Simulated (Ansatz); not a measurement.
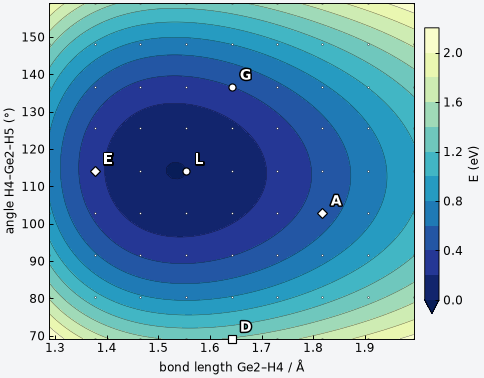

GeH₃OSb, SMILES [O]1[GeH2][SbH]1. 
- Coordinates scanned: (1) bond length Ge2–H4; (2) angle H4–Ge2–H5.
- Nothing is relaxed (all other coordinates rigid).
- Grid: 9 × 9 points.
- Points are written as (first, second).
- Energies: eV, counted from the lowest grid point.
- These are results of RKS PBE0-D4/def2-TZVP in Ansatz 0.2.0, not measurements.

Drawn: filled contours, dots at the grid points, lettered points. Between grid points the surface is interpolated.

**What kind of point is each of A, E, G, L: minimum, saddle, maximum or slope?**

A: on a slope; E: on a slope; G: on a slope; L: minimum. (In these two coordinates alone; a stationary point may lie a little off the grid point.)

**Rank the lettered points by energy, lowest first.**

L (0.00 eV), E (0.27 eV), G (0.40 eV), A (0.51 eV), D (1.42 eV).
